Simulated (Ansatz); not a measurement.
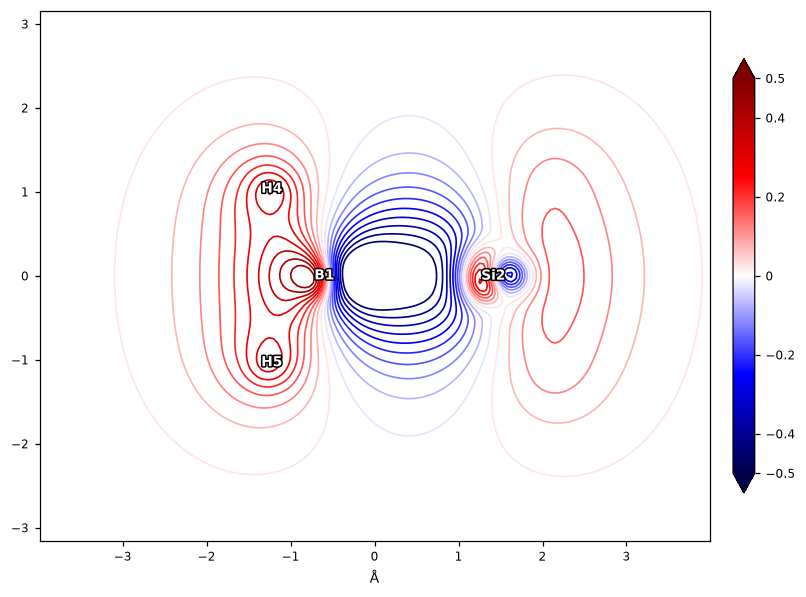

Figure 1: BH5Si. The HOMO on the plane of atoms H4, B1 and H5 (values in Å⁻³ᐟ²; the overall sign is arbitrary).

Geometry: PBE0-D3(BJ)/def2-SVP.

Theory: isolated molecule in a Gaussian basis; Kohn-Sham density functional theory, functional PBE0 in Ansatz 0.2.0.

```yaml
atoms:
  - { symbol: B, position_ang: [0.8870, -1.3822, 0.3079] }
  - { symbol: Si, position_ang: [-0.7957, -0.5506, -0.4215] }
  - { symbol: H, position_ang: [-0.9362, 0.9042, -0.1004] }
  - { symbol: H, position_ang: [1.4067, -0.9628, 1.3153] }
  - { symbol: H, position_ang: [1.3806, -2.3552, -0.2123] }
  - { symbol: H, position_ang: [-0.9666, -0.7331, -1.8969] }
  - { symbol: H, position_ang: [-1.9250, -1.2749, 0.2577] }
```

**Where does this orbital lie, and at what energy?**

Its weight (Hirshfeld) is mainly on B1 (about 40 %), Si2 (about 35 %), H4 (about 5 %) and H5 (about 5 %). Its energy is −8.47 eV.
